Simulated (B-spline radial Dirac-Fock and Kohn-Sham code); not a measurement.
Pb²⁺ in the configuration [Xe] 4f14 5d10 6s2, inside a Watson sphere of charge −2 and radius 1.6 Å that stands in for a crystal. Computed with a B-spline radial code: independent-particle rates on relativistic LDA orbitals of the hole state (multipoles to L = 3), energies from Dirac–Fock ΔSCF.

Predict the main features of the following plot. X-ray emission lines that fill an L3 (2p3/2) hole, broadened by a Gaussian of 170 eV full width, as by a silicon detector.

The strongest line is L3-M5 (Lα1) at 10.550 keV with 70.0 % of the photons, then L3-N5 (Lβ2) at 12.618 keV (13 %), L3-M4 (Lα2) at 10.448 keV (7.9 %), L3-M1 (Ll) at 9.1769 keV (4.0 %), L3-O5 at 13.017 keV (1.7 %). The hole has a width of 6.07 eV and a fluorescence yield of 0.340.

Here it is:

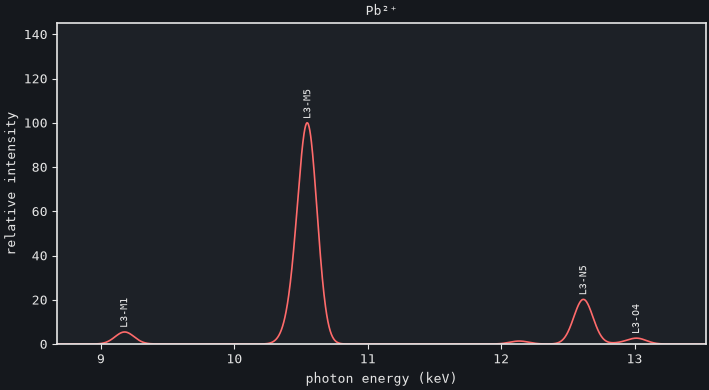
